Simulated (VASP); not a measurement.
Consider the following.

```yaml
crystal:
  lattice:
    - [0.00000, 2.93937, 2.93937]
    - [2.93937, 0.00000, 2.93937]
    - [2.93937, 2.93937, 0.00000]
  atoms:
    - { symbol: Al, position: [0.25000, 0.25000, 0.25000] }
    - { symbol: Al, position: [0.75000, 0.75000, 0.75000] }
    - { symbol: Pt, position: [0.00000, 0.00000, 0.00000] }
```

These are PBE GGA with D3 dispersion (zero damping), VASP's PBE PAW potentials (set 64) (plane waves; VASP) values and carry that method's errors. Run with 520 eV cut-off, 10×10×10 Γ-centred mesh, tetrahedra with Blöchl corrections, potentials Al Pt.

Unless said otherwise, spin-orbit coupling is left out, though it shifts the bands of the heavy elements here.

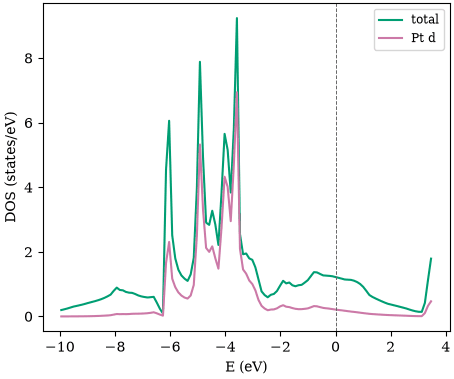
Total and projected density of states, zero at the Fermi level

Within 2 eV below the Fermi level the largest weight inside VASP's projection spheres is Pt d, then Pt p.

It has no gap at this level: it comes out as a metal or semimetal.

The compound is PtAl2 in the fluorite structure. It was relaxed first.
